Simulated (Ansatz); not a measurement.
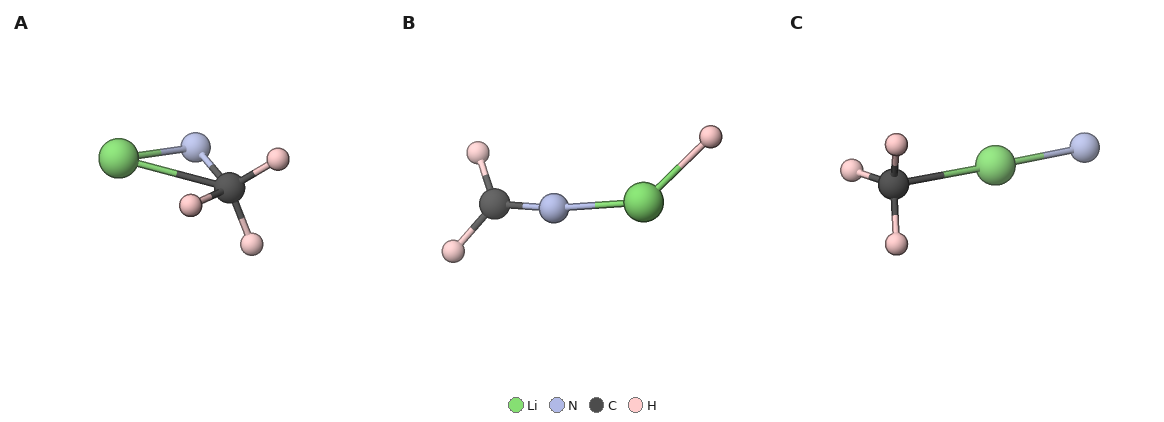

3 stationary structures of one formula. The species is neutral and a spin doublet. Geometries: PBE-D4/def2-SVP. Electronic energies: PBE-D4/def2-SVP (Ansatz 0.2.0), without zero-point energy. No frequency run is at hand to confirm each as a minimum.

Rank them by energy, lowest first.

B is lowest; A lies 1.1 kcal/mol above it (Cs), C lies 79.7 kcal/mol above it.

The determinant isn't a pure spin state (⟨S²⟩ up to 1.75).
